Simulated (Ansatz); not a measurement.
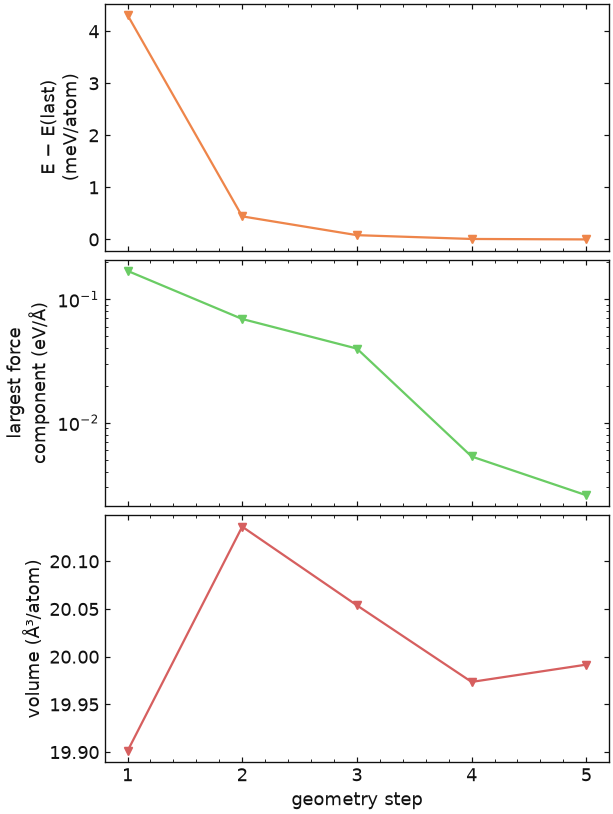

History of a geometry optimisation. LiGe2As3 (P-3m1, 6 atoms in the cell); DFT PBE, scalar-relativistic, plane waves, PAW (Ansatz 0.2.0); cutoff 420 eV, 12×12×4 k-mesh, Gaussian smearing of 0.1 eV. Atoms and cell relax. A closing SCF on a freshly chosen basis isn't drawn.

The optimisation met its thresholds at geometry 5, counting the start as the first. The energy fell by about 4.3 meV/atom from the first step to the last. The largest force component goes from about 0.17 eV/Å at the start to 2.6 × 10⁻³ eV/Å at the end. The volume grows from 19.90 to 19.99 Å³ per atom (+0.5 %), overshooting to 20.14 at step 2.
